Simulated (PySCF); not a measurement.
# C₄H₈Si: NMR shifts at several levels of theory, part 2 of 2

PySCF 2.14.0. Atoms count from 0.

## 8. Nuclear shieldings: KT2/pcSseg-2

Job settings and geometry (Å):

```
{"job": {"kind": "nmr", "xc": "KT2", "basis": "pcSseg-2", "pop": false}, "charge": 0, "multiplicity": 1}
C      2.845543    -0.982037     0.229102
C      1.555598    -0.322571     0.310930
C      0.474456     0.237474     0.378488
Si    -1.163775     1.051903     0.457408
C     -2.427902     0.093002    -0.544842
H      3.202552    -1.279342     1.227761
H      2.788185    -1.888607    -0.393695
H      3.601699    -0.315702    -0.214784
H     -1.035657     2.445836    -0.069329
H     -1.592769     1.136843     1.887590
H     -2.128123     0.046919    -1.602781
H     -3.417099     0.572563    -0.484743
H     -2.518241    -0.937109    -0.168020
```

Method: GIAO KT2/pcSseg-2 NMR shielding, non-relativistic, gas phase.

The program printed:

```text
coarse grid: 10928 points
cycle   1  E = -451.9700449744  dE =  1.889e-01  |g| = 5.894e-01  |ddm| = 3.901e+00
cycle   2  E = -451.8498831018  dE =  1.202e-01  |g| = 8.518e-01  |ddm| = 1.544e+00
cycle   3  E = -452.0427386739  dE = -1.929e-01  |g| = 2.828e-01  |ddm| = 1.116e+00
cycle   4  E = -452.0632952813  dE = -2.056e-02  |g| = 7.581e-02  |ddm| = 2.406e-01
cycle   5  E = -452.0648209693  dE = -1.526e-03  |g| = 1.672e-02  |ddm| = 7.942e-02
cycle   6  E = -452.0648921868  dE = -7.122e-05  |g| = 4.744e-03  |ddm| = 1.932e-02
cycle   7  E = -452.0648975608  dE = -5.374e-06  |g| = 9.070e-04  |ddm| = 4.170e-03
final grid: 99736 points
cycle   8  E = -452.0915676664  dE = -3.045e-04  |g| = 1.446e-02  |ddm| = 6.042e-01
cycle   9  E = -452.0915396175  dE =  2.805e-05  |g| = 1.550e-02  |ddm| = 3.079e-02
cycle  10  E = -452.0915941758  dE = -5.456e-05  |g| = 4.007e-03  |ddm| = 1.945e-02
cycle  11  E = -452.0915966245  dE = -2.449e-06  |g| = 2.776e-03  |ddm| = 4.549e-03
cycle  12  E = -452.0915986418  dE = -2.017e-06  |g| = 3.210e-04  |ddm| = 2.346e-03
cycle  13  E = -452.0915986670  dE = -2.524e-08  |g| = 1.104e-04  |ddm| = 3.611e-04
cycle  14  E = -452.0915986703  dE = -3.256e-09  |g| = 2.089e-05  |ddm| = 1.017e-04
cycle  15  E = -452.0915986704  dE = -1.272e-10  |g| = 3.866e-06  |ddm| = 2.811e-05
converged SCF energy = -452.0915986704

GIAO shielding tensors (ppm)
atom      isotropic    diamagn.    paramagn.     s11        s22        s33       span
  0 C      176.089     235.326     -59.237    166.117    166.248    195.902     29.785
  1 C       75.479     269.320    -193.841    -16.327    -14.440    257.203    273.530
  2 C      106.561     268.286    -161.725     22.900     30.193    266.590    243.690
  3 Si     421.080     880.564    -459.485    392.176    413.974    457.088     64.912
  4 C      186.922     245.630     -58.708    181.662    186.010    193.095     11.433
  5 H       29.111      26.742       2.368     24.335     27.397     35.599     11.264
  6 H       29.111      28.337       0.774     24.299     27.618     35.416     11.117
  7 H       29.104      26.982       2.122     24.325     27.411     35.576     11.251
  8 H       26.687      29.081      -2.395     23.322     25.418     31.320      7.998
  9 H       26.690      28.968      -2.278     23.310     25.428     31.331      8.021
 10 H       30.887      31.064      -0.177     27.079     28.764     36.817      9.737
 11 H       31.141      28.168       2.973     27.118     27.847     38.459     11.341
 12 H       30.894      30.959      -0.065     27.067     28.814     36.801      9.735
```

It took 70 s on 1 thread of Intel Xeon Platinum 8259CL at 2.50GHz, shared host; peak memory 0.91 GiB.

Key values: δ C1 106.8, C2 75.7, C0 6.2, C4 -4.6, H8 4.49, H5 2.07 ppm (means over like atoms).

## 9. Nuclear shieldings: KT3/pcSseg-2

Settings changed since step 8:

```diff
@@ -1,2 +1,2 @@
-{"job": {"kind": "nmr", "xc": "KT2", "basis": "pcSseg-2", "pop": false}, "charge": 0, "multiplicity": 1}
+{"job": {"kind": "nmr", "xc": "KT3", "basis": "pcSseg-2", "pop": false}, "charge": 0, "multiplicity": 1}
 C      2.845543    -0.982037     0.229102
```

With the program's defaults for keys left out, this is: GIAO KT3/pcSseg-2 NMR shielding, non-relativistic, gas phase.

The program printed:

```text
coarse grid: 10928 points
cycle   1  E = -451.5450944035  dE =  1.747e-01  |g| = 6.023e-01  |ddm| = 3.599e+00
cycle   2  E = -451.4227437018  dE =  1.224e-01  |g| = 8.608e-01  |ddm| = 1.580e+00
cycle   3  E = -451.6244033133  dE = -2.017e-01  |g| = 2.737e-01  |ddm| = 1.163e+00
cycle   4  E = -451.6431736453  dE = -1.877e-02  |g| = 8.190e-02  |ddm| = 2.365e-01
cycle   5  E = -451.6449292058  dE = -1.756e-03  |g| = 1.745e-02  |ddm| = 7.775e-02
cycle   6  E = -451.6450059573  dE = -7.675e-05  |g| = 5.111e-03  |ddm| = 2.336e-02
cycle   7  E = -451.6450121574  dE = -6.200e-06  |g| = 9.925e-04  |ddm| = 4.770e-03
final grid: 99736 points
cycle   8  E = -451.6650845668  dE = -2.830e-04  |g| = 1.141e-02  |ddm| = 4.920e-01
cycle   9  E = -451.6650837182  dE =  8.486e-07  |g| = 7.668e-03  |ddm| = 1.126e-02
cycle  10  E = -451.6650871115  dE = -3.393e-06  |g| = 4.625e-03  |ddm| = 9.476e-03
cycle  11  E = -451.6650919909  dE = -4.879e-06  |g| = 1.732e-03  |ddm| = 4.472e-03
cycle  12  E = -451.6650928075  dE = -8.166e-07  |g| = 2.102e-04  |ddm| = 1.419e-03
cycle  13  E = -451.6650928176  dE = -1.015e-08  |g| = 7.151e-05  |ddm| = 3.063e-04
cycle  14  E = -451.6650928193  dE = -1.691e-09  |g| = 9.252e-06  |ddm| = 9.946e-05
cycle  15  E = -451.6650928194  dE = -2.353e-11  |g| = 3.458e-06  |ddm| = 1.273e-05
converged SCF energy = -451.6650928194

GIAO shielding tensors (ppm)
atom      isotropic    diamagn.    paramagn.     s11        s22        s33       span
  0 C      174.241     238.191     -63.950    164.448    164.549    193.727     29.279
  1 C       76.863     273.844    -196.981    -15.129    -13.271    258.990    274.119
  2 C      106.762     271.699    -164.938     23.482     30.276    266.526    243.044
  3 Si     425.225     880.263    -455.038    398.079    416.827    460.768     62.689
  4 C      185.106     244.825     -59.719    180.396    184.225    190.697     10.301
  5 H       29.283      26.463       2.820     24.606     27.601     35.641     11.035
  6 H       29.285      28.728       0.556     24.569     27.817     35.469     10.900
  7 H       29.276      26.803       2.473     24.595     27.616     35.618     11.023
  8 H       27.053      29.537      -2.484     23.747     25.792     31.621      7.874
  9 H       27.056      29.373      -2.317     23.735     25.802     31.632      7.897
 10 H       31.056      31.360      -0.304     27.353     28.961     36.853      9.500
 11 H       31.287      27.884       3.403     27.390     28.059     38.412     11.022
 12 H       31.063      31.235      -0.172     27.339     29.011     36.838      9.499
```

It took 71 s on 1 thread of Intel Xeon Platinum 8259CL at 2.50GHz, shared host; peak memory 0.91 GiB.

In short: δ C1 104.4, C2 74.5, C0 7.1, C4 -3.8, H8 4.30, H5 2.07 ppm (means over like atoms).

## 10. NMR shieldings: B97-D/pcSseg-2

Settings changed since step 9:

```diff
@@ -1,2 +1,2 @@
-{"job": {"kind": "nmr", "xc": "KT3", "basis": "pcSseg-2", "pop": false}, "charge": 0, "multiplicity": 1}
+{"job": {"kind": "nmr", "xc": "B97-D", "basis": "pcSseg-2", "pop": false}, "charge": 0, "multiplicity": 1}
 C      2.845543    -0.982037     0.229102
```

Level: GIAO B97-D/pcSseg-2 NMR shielding, non-relativistic, gas phase.

The program printed:

```text
coarse grid: 10928 points
cycle   1  E = -446.5343520437  dE =  1.573e-01  |g| = 6.276e-01  |ddm| = 2.630e+00
cycle   2  E = -446.4038133872  dE =  1.305e-01  |g| = 9.027e-01  |ddm| = 2.012e+00
cycle   3  E = -446.6152804754  dE = -2.115e-01  |g| = 2.912e-01  |ddm| = 1.444e+00
cycle   4  E = -446.6364560210  dE = -2.118e-02  |g| = 8.223e-02  |ddm| = 2.445e-01
cycle   5  E = -446.6382076966  dE = -1.752e-03  |g| = 1.986e-02  |ddm| = 8.134e-02
cycle   6  E = -446.6383053128  dE = -9.762e-05  |g| = 5.592e-03  |ddm| = 2.943e-02
cycle   7  E = -446.6383133710  dE = -8.058e-06  |g| = 1.150e-03  |ddm| = 5.900e-03
final grid: 99736 points
cycle   8  E = -446.6397429227  dE = -1.183e-04  |g| = 6.919e-03  |ddm| = 2.211e-01
cycle   9  E = -446.6397354240  dE =  7.499e-06  |g| = 7.526e-03  |ddm| = 1.739e-02
cycle  10  E = -446.6397457541  dE = -1.033e-05  |g| = 3.865e-03  |ddm| = 1.138e-02
cycle  11  E = -446.6397487644  dE = -3.010e-06  |g| = 1.824e-03  |ddm| = 3.717e-03
cycle  12  E = -446.6397496425  dE = -8.780e-07  |g| = 1.378e-04  |ddm| = 1.289e-03
cycle  13  E = -446.6397496465  dE = -3.980e-09  |g| = 6.876e-05  |ddm| = 2.920e-04
cycle  14  E = -446.6397496477  dE = -1.263e-09  |g| = 1.493e-05  |ddm| = 9.813e-05
cycle  15  E = -446.6397496478  dE = -6.605e-11  |g| = 2.360e-06  |ddm| = 2.122e-05
converged SCF energy = -446.6397496478

GIAO shielding tensors (ppm)
atom      isotropic    diamagn.    paramagn.     s11        s22        s33       span
  0 C      172.460     242.281     -69.822    162.869    162.972    191.537     28.668
  1 C       70.235     264.773    -194.538    -24.694    -22.786    258.184    282.878
  2 C      100.175     263.241    -163.066     13.979     20.775    265.770    251.792
  3 Si     406.859     880.214    -473.355    379.137    397.537    443.904     64.767
  4 C      183.341     245.342     -62.001    178.927    182.142    188.955     10.028
  5 H       29.366      27.676       1.690     24.758     27.705     35.636     10.878
  6 H       29.370      29.288       0.083     24.724     27.924     35.464     10.740
  7 H       29.360      27.907       1.452     24.748     27.719     35.613     10.865
  8 H       27.057      30.198      -3.141     23.786     25.823     31.564      7.778
  9 H       27.060      30.078      -3.018     23.773     25.833     31.574      7.801
 10 H       31.110      31.321      -0.211     27.479     29.086     36.764      9.284
 11 H       31.339      28.349       2.990     27.528     28.164     38.324     10.796
 12 H       31.116      31.216      -0.100     27.465     29.136     36.748      9.283
```

Wall time 70 s (1 thread of Intel Xeon Platinum 8259CL at 2.50GHz, shared host); peak memory 0.91 GiB.

Key values: δ C1 108.8, C2 78.9, C0 6.6, C4 -4.3, H8 4.34, H5 2.03 ppm (means over like atoms).

## 11. Shielding tensors: B3LYP/pcSseg-2

Settings changed since step 10:

```diff
@@ -1,2 +1,2 @@
-{"job": {"kind": "nmr", "xc": "B97-D", "basis": "pcSseg-2", "pop": false}, "charge": 0, "multiplicity": 1}
+{"job": {"kind": "nmr", "xc": "B3LYP", "basis": "pcSseg-2", "pop": false}, "charge": 0, "multiplicity": 1}
 C      2.845543    -0.982037     0.229102
```

With the program's defaults for keys left out, this is: GIAO B3LYP/pcSseg-2 NMR shielding, non-relativistic, gas phase.

The program printed:

```text
coarse grid: 10928 points
cycle   1  E = -446.7195590127  dE =  2.104e-01  |g| = 5.345e-01  |ddm| = 2.525e+00
cycle   2  E = -446.6806318197  dE =  3.893e-02  |g| = 6.376e-01  |ddm| = 1.561e+00
cycle   3  E = -446.7825155828  dE = -1.019e-01  |g| = 1.809e-01  |ddm| = 9.955e-01
cycle   4  E = -446.7902147594  dE = -7.699e-03  |g| = 5.168e-02  |ddm| = 1.687e-01
cycle   5  E = -446.7908801398  dE = -6.654e-04  |g| = 1.103e-02  |ddm| = 4.652e-02
cycle   6  E = -446.7909084146  dE = -2.827e-05  |g| = 2.817e-03  |ddm| = 1.493e-02
cycle   7  E = -446.7909104682  dE = -2.054e-06  |g| = 4.585e-04  |ddm| = 3.354e-03
final grid: 99736 points
cycle   8  E = -446.8022310677  dE = -5.353e-05  |g| = 4.894e-03  |ddm| = 4.686e-02
cycle   9  E = -446.8022284918  dE =  2.576e-06  |g| = 5.728e-03  |ddm| = 1.084e-02
cycle  10  E = -446.8022364860  dE = -7.994e-06  |g| = 1.298e-03  |ddm| = 5.142e-03
cycle  11  E = -446.8022368589  dE = -3.729e-07  |g| = 4.692e-04  |ddm| = 1.533e-03
cycle  12  E = -446.8022369100  dE = -5.108e-08  |g| = 1.168e-04  |ddm| = 4.312e-04
cycle  13  E = -446.8022369132  dE = -3.256e-09  |g| = 2.226e-05  |ddm| = 1.291e-04
cycle  14  E = -446.8022369133  dE = -1.187e-10  |g| = 3.281e-06  |ddm| = 2.245e-05
converged SCF energy = -446.8022369133

GIAO shielding tensors (ppm)
atom      isotropic    diamagn.    paramagn.     s11        s22        s33       span
  0 C      173.836     237.406     -63.570    164.790    164.874    191.844     27.054
  1 C       65.048     264.070    -199.022    -33.325    -31.582    260.051    293.376
  2 C       95.821     263.030    -167.210      6.299     12.863    268.299    261.999
  3 Si     395.405     878.546    -483.141    367.826    384.929    433.460     65.634
  4 C      183.620     243.638     -60.018    178.833    182.406    189.620     10.787
  5 H       29.408      27.852       1.556     24.729     27.707     35.789     11.060
  6 H       29.413      28.993       0.420     24.696     27.934     35.609     10.914
  7 H       29.402      28.013       1.390     24.719     27.722     35.766     11.046
  8 H       27.096      29.794      -2.697     23.800     25.819     31.670      7.870
  9 H       27.099      29.693      -2.594     23.788     25.830     31.680      7.892
 10 H       31.093      31.200      -0.107     27.391     29.017     36.871      9.480
 11 H       31.336      28.729       2.608     27.460     28.071     38.477     11.017
 12 H       31.100      31.108      -0.008     27.376     29.067     36.856      9.480
```

Run time: 50 s. Hardware: 1 thread of Intel Xeon Platinum 8259CL at 2.50GHz, shared host; peak memory 1.1 GiB.

In short: δ C1 114.1, C2 83.4, C0 5.4, C4 -4.4, H8 4.29, H5 1.98 ppm (means over like atoms).

## 12. Side by side: NMR shifts

Shifts (ppm) of some atoms, chosen among heavy atoms and hydrogens apart, means over like atoms, with basis size and wall time:

| run | C1 | C2 | C0 | C4 | H8 | H5 | Si3 | functions | time |
| --- | --- | --- | --- | --- | --- | --- | --- | --- | --- |
| HF/pcSseg-2 | 117.3 | 84.3 | 4.6 | -3.1 | 4.01 | 1.91 | -59.6 | 299 | 33 s |
| LDA/pcSseg-2 | 118.9 | 88.0 | 3.9 | -6.7 | 4.69 | 1.95 | -76.6 | 299 | 63 s |
| PBE/pcSseg-2 | 113.7 | 83.0 | 5.8 | -5.2 | 4.49 | 1.99 | -72.3 | 299 | 74 s |
| BLYP/pcSseg-2 | 112.0 | 81.6 | 5.6 | -4.5 | 4.40 | 2.04 | -74.9 | 299 | 71 s |
| BP86/pcSseg-2 | 113.2 | 82.4 | 6.1 | -5.1 | 4.48 | 1.99 | -72.3 | 299 | 72 s |
| OPBE/pcSseg-2 | 110.4 | 80.6 | 7.4 | -4.5 | 4.42 | 1.98 | -64.9 | 299 | 70 s |
| KT2/pcSseg-2 | 106.8 | 75.7 | 6.2 | -4.6 | 4.49 | 2.07 | -70.1 | 299 | 70 s |
| KT3/pcSseg-2 | 104.4 | 74.5 | 7.1 | -3.8 | 4.30 | 2.07 | -67.0 | 299 | 71 s |
| B97-D/pcSseg-2 | 108.8 | 78.9 | 6.6 | -4.3 | 4.34 | 2.03 | -70.3 | 299 | 70 s |
| B3LYP/pcSseg-2 | 114.1 | 83.4 | 5.4 | -4.4 | 4.29 | 1.98 | -70.8 | 299 | 50 s |

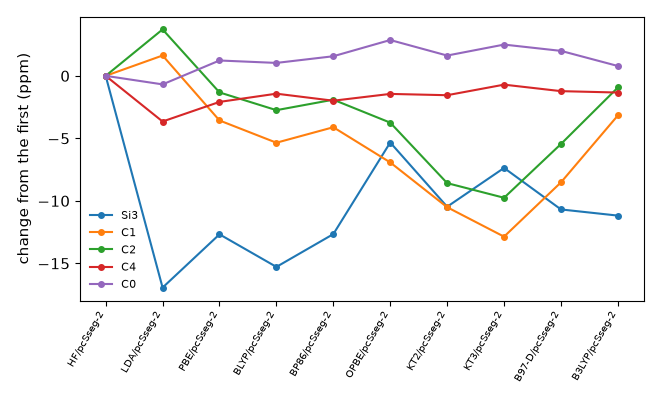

How five of the tabulated atoms move from run to run.

## 13. Results

This closing draws on all 2 parts.

```
                                                            quantity                       value
                                ¹³C shifts against TMS (HF/pcSseg-2)  117.3, 84.3, 4.6, -3.1 ppm
¹H shifts against TMS (HF/pcSseg-2, means over atoms taken as alike)        4.01, 1.91, 0.25 ppm
                               ²⁹Si shifts against TMS (HF/pcSseg-2)                   -59.6 ppm
                                           range of the shift of Si3          -76.6 to -59.6 ppm
```

What this shows: Single values in the summary come from the first run of each kind that ended normally (HF/pcSseg-2), which need not be the best level. At HF/pcSseg-2: The largest span, 291 ppm, is at C1, where the paramagnetic term is -189 ppm. Across the 10 runs the shift of Si3 moves most, between -76.6 (LDA/pcSseg-2) and -59.6 ppm (HF/pcSseg-2).
